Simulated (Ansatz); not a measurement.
Bond-angle distributions (per cent of the angles at each element, bins of 10°) of a relaxed model of amorphous Hf18O39W at 8.85 g/cm³. Computed with PBE, scalar-relativistic without spin-orbit coupling (plane waves to 420 eV, PAW; Ansatz, a first-principles code).

The cell was made by melting and quenching with the CHGNet potential and then relaxed with DFT. O atoms were pushed apart under 1.9 Å during the dynamics, to hinder bonds among them. The hot cell started wider than the set density and was brought back towards it in steps. It is the lowest in DFT energy of 2 quenches. It is a model cell: composition and starting density were chosen by hand, and all elements were melted together. No dispersion term was used. Its density started from a set value of 8.85 and ended at 8.85 g/cm³. The simulated quench (nominally 380 K/ps over its main leg) is rapid and tends to freeze in more defects than a deposited or slowly cooled glass has. A cell of this size samples the disorder only roughly. The volume was held where the preparation left it and the shape relaxed, at a PBE pressure of 0.3 GPa.

Bonds are counted up to Hf-Hf 3.34 Å, Hf-O 2.54 Å, Hf-W 3.19 Å, O-O 1.58 Å, O-W 2.51 Å, W-W 3.04 Å. Two cations that share two anions don't count as bonded, nor two that share one unless they lie closer than Hf-Hf 3.25 Å, Hf-W 3.10 Å, W-W 2.95 Å.

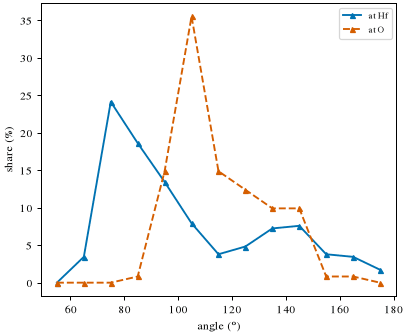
Figure: Bond-angle distributions

They go with these counts of neighbours within the cut-offs, cation contacts included: Hf mean 6.2, most often 6; O mean 3.0, most often 3.
